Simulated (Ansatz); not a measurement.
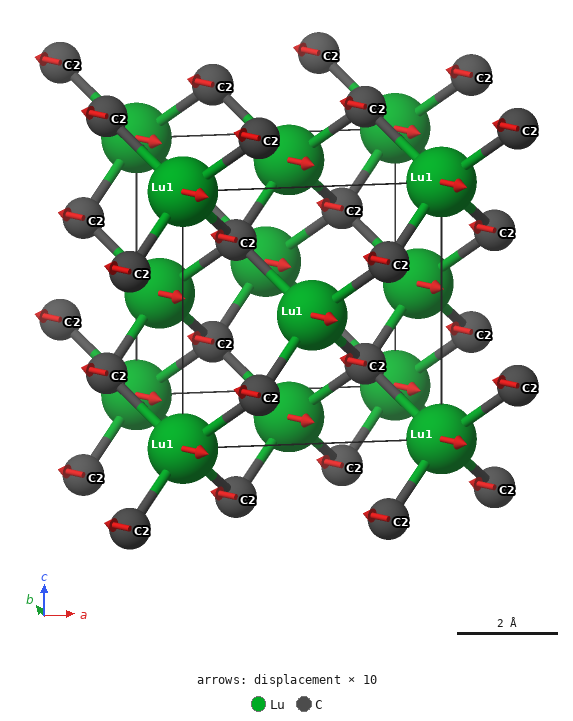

Crystalline LuC (built on the zincblende type). The red arrows show how the atoms are displaced (without the part that the change of the cell carries along), magnified 10 times. Besides, the cell is strained by +1.2 % along [1 1 −2], +0.2 % along [0 2 1], −1.7 % along [3 −1 1] (volume −0.3 %). Style: ball-and-stick. Shown: the conventional cell (4 times the calculation's cell), slightly off an axis. Lengths and directions refer to the drawn axes.

Theory: DFT r2SCAN, scalar-relativistic, plane waves, PAW in Ansatz 0.2.0. (plane-wave cutoff 500 eV; k-point mesh 12 × 12 × 12; occupations gaussian; smearing width 0.05 eV; no spin polarisation)

### Describe the displacements and the computed response.

Atoms are displaced by 0.07 Å relative to the cell: C2 0.07 Å along [−1 1 0], Lu1 0.07 Å along [1 −1 0]. No relaxation follows. The energy rises by 45.7 meV per atom. The pressure goes from 0.0 to 1.2 GPa. The principal stresses (compression positive) are 8.2 GPa roughly along [2 −1 2], −0.4 GPa roughly along [1 2 0], −4.3 GPa along [2 −1 −2]. The largest forces, 1.3 eV/Å, act on Lu1 and C2; on Lu1 it points along [−2 3 −1]. The forces mostly point back along the displacements (cosine −0.96). Near-neighbour distances before and after: C–Lu 2.277 → 2.157 to 2.386 Å. The space group (tolerance 0.01 Å) goes from F-43m (No. 216) to P1 (No. 1).
